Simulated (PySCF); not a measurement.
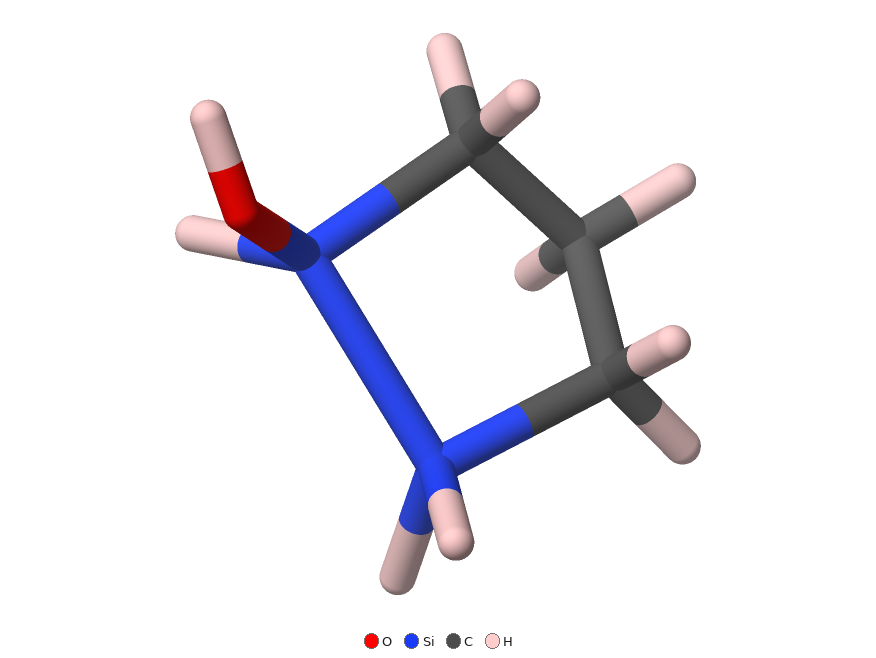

The computed structure is the end point of a GFN2-xTB optimisation. No frequency run is at hand to confirm it as a minimum. Level of theory: CAM-B3LYP/def2-SVPD, gas phase (PySCF 2.14.0). Excitations: vertical, linear response.

Estimate the lowest vertical singlet excitation.

Answer. 5.95 eV.

Estimate the LUMO energy (Kohn–Sham orbital).

Answer. 0.56 eV.

What is the HOMO energy (Kohn–Sham orbital)?

Answer. −8.66 eV.

What is the mean static polarisability?

Answer. 90.0 bohr³.

The geometry is semi-empirical. Around Si such bond lengths and angles can be off by a tenth of an ångström or more and by several degrees, and values that hang on the shape move with them.
